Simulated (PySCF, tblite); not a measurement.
# C26H16: electronic excitations, NMR shifts, part 2 of 2

tblite 0.8.0 and PySCF 2.14.0. Atoms count from 0. The steps go on from the part before.

## 5. NMR shifts: GIAO KT3/pcSseg-1

Job settings and geometry (Å):

```
{"job": {"kind": "nmr", "xc": "KT3", "basis": "pcSseg-1", "pop": false}, "charge": 0, "multiplicity": 1}
C     -3.207933    -0.511759    -1.698494
C     -2.187592    -1.443587    -1.492225
C     -1.138580    -1.152182    -0.659490
C     -1.055156     0.084191     0.004602
C     -2.150453     0.973560    -0.114834
C     -3.198032     0.666672    -1.000363
C     -2.202227     2.134830     0.702742
C     -1.274462     2.334488     1.669197
C     -0.156288     1.468348     1.802241
C      0.742825     1.623788     2.884563
C      1.737502     0.720255     3.081921
C      2.028619    -0.253015     2.097134
C      3.053781    -1.205524     2.306340
C      3.340778    -2.129103     1.352756
C      2.779715    -2.014482     0.058215
C      3.179502    -2.900552    -0.977587
C      2.734140    -2.738946    -2.246410
C      1.963894    -1.597916    -2.598326
C      1.643084    -1.329469    -3.940245
C      1.007280    -0.168980    -4.294086
C      0.715208     0.783199    -3.314004
C      0.988007     0.528817    -1.994870
C      1.562036    -0.689059    -1.589589
C      1.841179    -1.000581    -0.211932
C      1.288595    -0.273637     0.892694
C      0.042617     0.434179     0.867949
H     -4.015910    -0.740747    -2.378066
H     -2.230121    -2.401931    -1.988588
H     -0.381774    -1.900325    -0.484287
H     -4.011031     1.371821    -1.102500
H     -3.030752     2.817231     0.578609
H     -1.358108     3.163999     2.356987
H      0.575762     2.429138     3.584951
H      2.351528     0.752251     3.970450
H      3.569034    -1.206142     3.256187
H      4.053231    -2.919100     1.540153
H      3.843355    -3.713765    -0.721068
H      3.008646    -3.436476    -3.024351
H      1.930590    -2.048895    -4.694154
H      0.762375     0.030341    -5.327370
H      0.276591     1.728215    -3.599766
H      0.790573     1.292771    -1.259265
```

Method: GIAO KT3/pcSseg-1 NMR shielding, non-relativistic, gas phase.

Output:

```text
start: PBE on a coarse grid of 35559 points
cycle   1  E = -998.6303212824  dE =  4.547e+00  |g| = 8.499e-01  |ddm| = 7.888e+00
cycle   2  E = -998.5054373006  dE =  1.249e-01  |g| = 1.095e+00  |ddm| = 3.136e+00
cycle   3  E = -998.8272551729  dE = -3.218e-01  |g| = 2.250e-01  |ddm| = 2.063e+00
cycle   4  E = -998.8389174023  dE = -1.166e-02  |g| = 1.031e-01  |ddm| = 4.730e-01
cycle   5  E = -998.8418742207  dE = -2.957e-03  |g| = 3.988e-02  |ddm| = 2.099e-01
cycle   6  E = -998.8422470609  dE = -3.728e-04  |g| = 1.709e-02  |ddm| = 6.516e-02
cycle   7  E = -998.8423083603  dE = -6.130e-05  |g| = 8.701e-03  |ddm| = 2.897e-02
final grid: 330510 points
cycle   8  E = -1017.0133539533  dE = -6.003e-02  |g| = 3.520e-02  |ddm| = 1.772e+00
cycle   9  E = -1017.0113557788  dE =  1.998e-03  |g| = 8.938e-02  |ddm| = 1.982e-01
cycle  10  E = -1017.0136479966  dE = -2.292e-03  |g| = 1.571e-02  |ddm| = 1.449e-01
cycle  11  E = -1017.0136936373  dE = -4.564e-05  |g| = 9.698e-03  |ddm| = 3.234e-02
cycle  12  E = -1017.0137198247  dE = -2.619e-05  |g| = 2.424e-03  |ddm| = 1.459e-02
cycle  13  E = -1017.0137208547  dE = -1.030e-06  |g| = 7.723e-04  |ddm| = 4.882e-03
cycle  14  E = -1017.0137191818  dE =  1.673e-06  |g| = 2.570e-04  |ddm| = 1.416e-03
cycle  15  E = -1017.0137191116  dE =  7.020e-08  |g| = 1.164e-04  |ddm| = 5.558e-04
cycle  16  E = -1017.0137202523  dE = -1.141e-06  |g| = 2.954e-05  |ddm| = 3.160e-04
converged SCF energy = -1017.0137202523

GIAO shielding tensors (ppm)
atom      isotropic    diamagn.    paramagn.     s11        s22        s33       span
  0 C       65.188     253.977    -188.789    -31.474     54.467    172.571    204.045
  1 C       65.669     252.472    -186.803    -33.664     57.337    173.333    206.997
  2 C       61.373     251.409    -190.036    -29.577     39.715    173.981    203.558
  3 C       63.234     255.254    -192.020     -7.901     13.206    184.396    192.297
  4 C       60.776     252.653    -191.877     -6.804      2.168    186.964    193.768
  5 C       63.695     245.822    -182.126    -25.218     58.669    157.635    182.854
  6 C       62.294     249.236    -186.942    -25.245     58.870    153.256    178.501
  7 C       64.450     249.040    -184.590    -22.927     63.758    152.519    175.446
  8 C       61.710     254.575    -192.864     -5.254      7.655    182.730    187.983
  9 C       63.581     247.972    -184.391    -23.408     60.924    153.227    176.635
 10 C       63.946     248.850    -184.904    -23.933     62.318    153.453    177.386
 11 C       60.231     254.918    -194.687     -5.664      3.202    183.155    188.819
 12 C       63.944     246.487    -182.543    -23.929     62.344    153.417    177.347
 13 C       63.591     247.613    -184.022    -23.396     60.915    153.256    176.652
 14 C       61.728     253.104    -191.376     -5.232      7.700    182.716    187.948
 15 C       64.503     245.734    -181.231    -22.865     63.778    152.597    175.463
 16 C       62.317     245.655    -183.338    -25.220     58.844    153.329    178.549
 17 C       60.784     249.211    -188.427     -6.760      2.150    186.962    193.722
 18 C       63.695     243.069    -179.374    -25.224     58.678    157.632    182.857
 19 C       65.154     252.882    -187.729    -31.516     54.451    172.526    204.042
 20 C       65.625     250.718    -185.093    -33.710     57.303    173.282    206.991
 21 C       61.321     252.525    -191.204    -29.636     39.655    173.945    203.581
 22 C       63.220     253.701    -190.481     -7.925     13.205    184.378    192.303
 23 C       64.315     252.023    -187.708      1.917     13.382    177.647    175.730
 24 C       68.505     250.832    -182.327      3.809     16.705    185.000    181.192
 25 C       64.318     252.298    -187.981      1.901     13.404    177.648    175.747
 26 H       24.580      29.513      -4.933     20.302     26.398     27.041      6.739
 27 H       25.187      32.479      -7.292     20.524     24.909     30.130      9.606
 28 H       24.156      37.064     -12.909     17.119     23.401     31.947     14.828
 29 H       24.036      32.328      -8.292     18.947     25.604     27.558      8.611
 30 H       23.895      32.792      -8.897     18.641     25.562     27.483      8.842
 31 H       23.847      32.958      -9.112     18.147     25.695     27.697      9.550
 32 H       23.801      32.557      -8.756     17.998     25.612     27.791      9.793
 33 H       23.769      32.526      -8.757     17.756     25.678     27.874     10.118
 34 H       23.768      31.791      -8.023     17.754     25.677     27.871     10.117
 35 H       23.803      31.692      -7.888     18.000     25.615     27.795      9.795
 36 H       23.850      31.177      -7.327     18.151     25.698     27.702      9.551
 37 H       23.899      30.630      -6.730     18.643     25.563     27.492      8.849
 38 H       24.036      30.392      -6.357     18.945     25.605     27.556      8.611
 39 H       24.577      28.081      -3.504     20.299     26.393     27.039      6.740
 40 H       25.183      32.442      -7.259     20.520     24.901     30.128      9.609
 41 H       24.150      35.037     -10.888     17.111     23.397     31.941     14.830
```

Wall time 84 s (1 thread of Arm Neoverse V2, shared host); peak memory 0.85 GiB.

The references, computed at this level on geometries of the same kind, shield at (ppm): $^{1}$H TMS 31.76, $^{13}$C TMS 184.7. Their shielding less the atom's gives the shift. The references are single molecules in the gas phase. Atoms listed in one row are averaged.

```tsv
atoms	environment	σ (ppm)	δ (ppm)
C11	ring-fusion aromatic carbon	60.2	124.5
C4, C17	ring-fusion aromatic carbon	60.8	123.9
C2, C21	aromatic CH	61.3	123.4
C8, C14	ring-fusion aromatic carbon	61.7	123.0
C6, C16	aromatic CH	62.3	122.4
C3, C22	ring-fusion aromatic carbon	63.2	121.5
C9, C13	aromatic CH	63.6	121.1
C5, C18	aromatic CH	63.7	121.0
C10, C12	aromatic CH	63.9	120.8
C23, C25	ring-fusion aromatic carbon	64.3	120.4
C7, C15	aromatic CH	64.5	120.2
C0, C19	aromatic CH	65.2	119.6
C1, C20	aromatic CH	65.6	119.1
C24	ring-fusion aromatic carbon	68.5	116.2
H33, H34	hydrogen on an aromatic CH	23.77	7.99
H32, H35	hydrogen on an aromatic CH	23.80	7.96
H31, H36	hydrogen on an aromatic CH	23.85	7.91
H30, H37	hydrogen on an aromatic CH	23.90	7.86
H29, H38	hydrogen on an aromatic CH	24.04	7.72
H28, H41	hydrogen on an aromatic CH	24.15	7.61
H26, H39	hydrogen on an aromatic CH	24.58	7.18
H27, H40	hydrogen on an aromatic CH	25.19	6.57
```

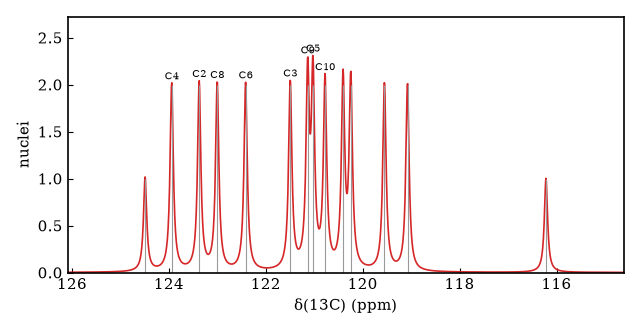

$^{13}$C lines at the computed shifts, without couplings. Lines are broadened to a width of 0.08 ppm (Lorentzian).

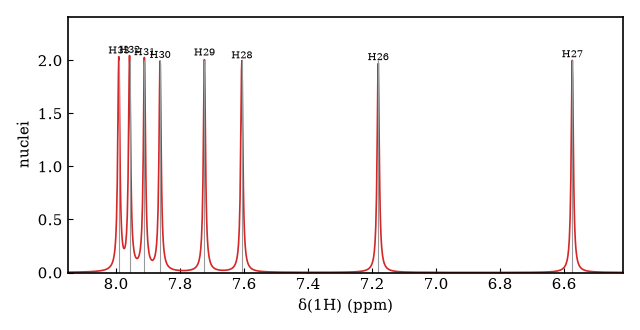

$^{1}$H lines at the computed shifts, without couplings. Lines are broadened to a width of 0.01 ppm (Lorentzian).

Ring of atoms C0, C1, C2, C3, C4, C5: NICS(0) -9.4, NICS(1) -11.6, NICS(1)zz -28.9 ppm (means of both faces).

Ring of atoms C3, C4, C6, C7, C8, C25: NICS(0) -6.0, NICS(1) -8.8, NICS(1)zz -20.4 ppm (means of both faces; NICS(1) differs between them: -9.9 and -7.6).

Ring of atoms C8, C9, C10, C11, C24, C25: NICS(0) -6.3, NICS(1) -9.4, NICS(1)zz -22.3 ppm (means of both faces).

## 6. What came out

The summary covers parts 1 to 2.

| quantity | value |
| --- | --- |
| strongest single infrared mode (GFN2-xTB) | 3085 cm⁻¹, 180 km/mol |
| zero-point energy (GFN2-xTB) | 203.3 kcal/mol |
| lowest singlet (PBE0/6-31G*) | 3.41 eV (364 nm), f = 0.001 |
| brightest single state of those computed | state 3, 3.93 eV, f = 0.364 |
| lowest triplet | 2.62 eV |
| $^{13}$C shifts against TMS (KT3/pcSseg-1, means over atoms taken as alike) | 124.5, 123.9, 123.4, 123.0, 122.4, 121.5, 121.1, 121.0, 120.8, 120.4, 120.2, 119.6, 119.1, 116.2 ppm |
| $^{1}$H shifts against TMS (KT3/pcSseg-1, means over atoms taken as alike) | 7.99, 7.96, 7.91, 7.86, 7.72, 7.61, 7.18, 6.57 ppm |

**Reading.** No mode is imaginary among the 120: a minimum at this level. Unscaled tight-binding wavenumbers are off by several per cent, some by more. Its intensities can rank the bands wrongly. The first singlet state (HOMO−1→LUMO 0.51, HOMO→LUMO+1 0.45) lies at 3.41 eV and is weak; of the 6 states computed, the strongest absorption comes from state 3 at 3.93 eV. The lowest triplet lies 0.79 eV below the lowest singlet. NICS(1)zz of -29 ppm above the planar ring from C0 marks a diatropic (aromatic) ring current.
